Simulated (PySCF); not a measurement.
Al(F)(nPr)2, C₆H₁₄AlF, SMILES CC[CH2][Al]([F])[CH2]CC at its GFN2-xTB optimised geometry (Å):

```
22

Al    -1.0935     1.7453     0.0000
F     -1.7873     3.2509     0.0000
C      0.9102     1.7453     0.0000
C      1.5976     0.3786    -0.1095
C      3.1179     0.5088    -0.0930
H      1.2681     2.2492     0.9106
H      1.2583     2.3865    -0.8242
H      1.2829    -0.2601     0.7189
H      1.2896    -0.1152    -1.0343
H      3.4575     1.1216    -0.9260
H      3.5895    -0.4687    -0.1723
H      3.4510     0.9756     0.8320
C     -2.3960     0.2226    -0.0004
C     -1.8067    -1.1876     0.1270
C     -2.8947    -2.2574     0.1084
H     -3.0026     0.2703    -0.9175
H     -3.1174     0.3827     0.8155
H     -1.1085    -1.3712    -0.6928
H     -1.2407    -1.2672     1.0583
H     -3.5895    -2.1096     0.9331
H     -2.4603    -3.2509     0.2006
H     -3.4564    -2.2144    -0.8229
```

Computed with PySCF 2.14.0 with PBE0/def2-SVP. Cells within 0.4 Å of a nucleus heavier than hydrogen are left out (blank, or x).

Map of the HOMO amplitude (bohr^(-3/2)) on the plane z = 0.0 Å; orbital energy -7.22 eV, overall sign arbitrary:

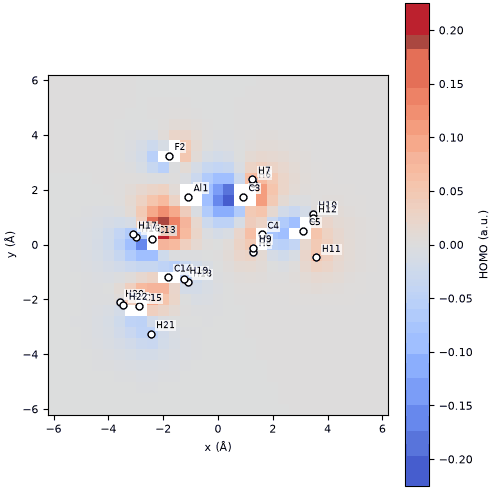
*HOMO amplitude (bohr^(-3/2)) on the plane z = 0.0 Å.*
